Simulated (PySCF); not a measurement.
**C3H9OP (trimethylphosphine oxide): levels of theory compared**

Wanted: a comparison of 6 runs (BLYP/cc-pVDZ, M06-2X/cc-pVDZ, M06-L/cc-pVDZ, PBE/cc-pVDZ, PBE0/cc-pVDZ, r2SCAN/cc-pVDZ) of C3H9OP (trimethylphosphine oxide). 

Program for the calculation: PySCF 2.14.0.

## 1. The structure to begin with

C3H9OP has 14 atoms, charge 0, and is taken as a singlet. SMILES: `CP(C)(C)=O`. The P2–C4 distance was set to 3.301 Å, away from the relaxed value. At this shape a bond of the SMILES string is far longer than usual.

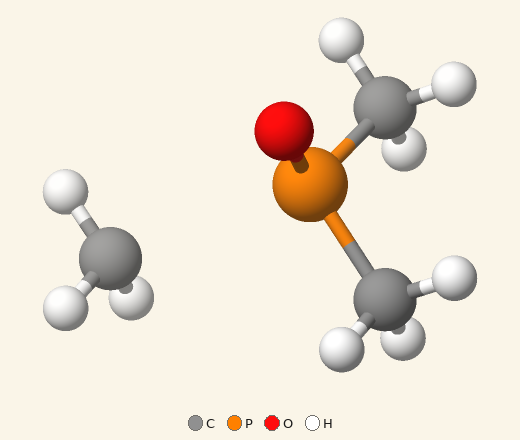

Viewed from a chosen angle; carbon grey, phosphorus orange, oxygen red, hydrogen white.

## 2. The energy at BLYP/cc-pVDZ (run 1)

start.xyz

```xyz
14
C3H9OP
C     -1.739246     1.831616     0.853849
P      0.022924     1.756356     0.352089
C      0.960864     1.583586     1.917949
C      0.362190    -1.144630    -1.186020
O      0.448754     2.901816    -0.461301
H     -1.887136     2.746816     1.423479
H     -2.033996     0.972516     1.447859
H     -2.343366     1.884856    -0.049511
H      0.838494     2.503976     2.485239
H      2.013774     1.468926     1.668299
H      0.624274     0.736296     2.506769
H      0.043980    -1.977190    -0.567100
H      1.409800    -1.260260    -1.456680
H     -0.229160    -1.111330    -2.098820
```

job.py

```python
from pyscf import gto, dft

mol = gto.M(
    atom='start.xyz',
    basis='cc-pvdz',
    spin=0,
    max_memory=1860,
    verbose=4,
)

calc0 = dft.RKS(mol, xc='blyp')
calc0.conv_tol = 1e-10
calc0.grids.level = 5
calc0.kernel()
if not calc0.converged:
    calc0 = calc0.newton().run(calc0.mo_coeff, calc0.mo_occ)

etot = calc0.e_tot
print(f'total energy: {etot:.8f} hartree')
```

Launch:

```console
OMP_NUM_THREADS=1 python job.py
```

The log of the run:

```text
PySCF version 2.14.0

[... 94 lines left out ...]
converged SCF energy = -536.115334172027
total energy: -536.11533417 hartree
```

Wall time 67 s (1 thread of Intel Xeon at 2.70GHz, shared host); peak memory 0.67 GiB.

## 3. A single-point energy at M06-2X/cc-pVDZ (run 2)

run.py

```python
from pyscf import gto, dft

system = gto.Mole()
system.atom = '''
C       -1.739246       1.831616       0.853849
P        0.022924       1.756356       0.352089
C        0.960864       1.583586       1.917949
C        0.362190      -1.144630      -1.186020
O        0.448754       2.901816      -0.461301
H       -1.887136       2.746816       1.423479
H       -2.033996       0.972516       1.447859
H       -2.343366       1.884856      -0.049511
H        0.838494       2.503976       2.485239
H        2.013774       1.468926       1.668299
H        0.624274       0.736296       2.506769
H        0.043980      -1.977190      -0.567100
H        1.409800      -1.260260      -1.456680
H       -0.229160      -1.111330      -2.098820
'''
system.basis = 'cc-pvdz'
system.charge = 0
system.verbose = 3
system.spin = 0
system.max_memory = 1860
system.build()

mf = dft.RKS(system, xc='m06-2x')
mf.grids.level = 5
mf.conv_tol = 1e-10
mf.kernel()
if not mf.converged:
    mf = mf.newton().run(mf.mo_coeff, mf.mo_occ)

etot = mf.e_tot
print('E(%s) = %.9f' % ('M06-2X', etot))
```

Launch:

```console
OMP_NUM_THREADS=1 python run.py
```

The log of the run:

```text
converged SCF energy = -536.070106578695
E(M06-2X) = -536.070106579
```

It took 84 s on 1 thread of Intel Xeon at 2.70GHz, shared host; peak memory 0.73 GiB.

Runs 3 to 5 aren't shown in full; the table further down has their settings and results.

## 4. A single-point energy at r2SCAN/cc-pVDZ (run 6)

job.py

```python
from pyscf import gto, dft

system = gto.Mole()
system.atom = [
    ('C', (-1.739246, 1.831616, 0.853849)),
    ('P', (0.022924, 1.756356, 0.352089)),
    ('C', (0.960864, 1.583586, 1.917949)),
    ('C', (0.362190, -1.144630, -1.186020)),
    ('O', (0.448754, 2.901816, -0.461301)),
    ('H', (-1.887136, 2.746816, 1.423479)),
    ('H', (-2.033996, 0.972516, 1.447859)),
    ('H', (-2.343366, 1.884856, -0.049511)),
    ('H', (0.838494, 2.503976, 2.485239)),
    ('H', (2.013774, 1.468926, 1.668299)),
    ('H', (0.624274, 0.736296, 2.506769)),
    ('H', (0.043980, -1.977190, -0.567100)),
    ('H', (1.409800, -1.260260, -1.456680)),
    ('H', (-0.229160, -1.111330, -2.098820)),
]
system.verbose = 4
system.max_memory = 1860
system.basis = 'cc-pvdz'
system.build()

myscf = dft.RKS(system, xc='r2scan')
myscf.grids.level = 5
myscf.conv_tol = 1e-10
myscf.kernel()
if not myscf.converged:
    myscf = myscf.newton().run(myscf.mo_coeff, myscf.mo_occ)

energy = myscf.e_tot
print('Final energy', energy)
```

Launch:

```console
OMP_NUM_THREADS=1 python job.py
```

The log of the run:

```text
PySCF version 2.14.0

[... 93 lines left out ...]
converged SCF energy = -536.073959362741
Final energy -536.0739593627411
```

Run time: 1.8 min. Hardware: 1 thread of Intel Xeon at 2.70GHz, shared host; peak memory 0.73 GiB.

## 5. The series

| run | level | energy (Eh) | dipole moment (D) | HOMO energy (eV) | LUMO energy (eV) | wall time |
| --- | --- | --- | --- | --- | --- | --- |
| 1 | BLYP/cc-pVDZ | -536.115334 | 3.32 | -4.74 | -3.14 | 67 s |
| 2 | M06-2X/cc-pVDZ | -536.070107 | 3.69 | -6.57 | -1.99 | 84 s |
| 3 | M06-L/cc-pVDZ | -536.186996 | 3.48 | -5.08 | -3.32 | 1.8 min |
| 4 | PBE/cc-pVDZ | -535.801391 | 3.35 | -4.91 | -3.28 | 59 s |
| 5 | PBE0/cc-pVDZ | -535.842031 | 3.58 | -5.77 | -2.69 | 56 s |
| 6 | r2SCAN/cc-pVDZ | -536.073959 | 3.52 | -5.11 | -3.31 | 1.8 min |

## 6. Results

```
            quantity          value
 run 6: total energy  -536.07396 Eh
run 6: dipole moment         3.52 D
  run 6: HOMO energy       -5.11 eV
  run 6: LUMO energy       -3.31 eV
run 6: HOMO–LUMO gap        1.80 eV
```

**Reading.** The dipole moment (its size) runs from 3.32 D (BLYP/cc-pVDZ) to 3.69 D (M06-2X/cc-pVDZ). The HOMO–LUMO gap runs from 1.59 eV (BLYP/cc-pVDZ) to 4.58 eV (M06-2X/cc-pVDZ). Totals of different functionals can't be ranked against each other. In runs 1, 2, 3, 4, 5, 6 a closed-shell determinant meets a far-stretched bond, which it describes badly. All runs together took 8 min, the longest 1.8 min.
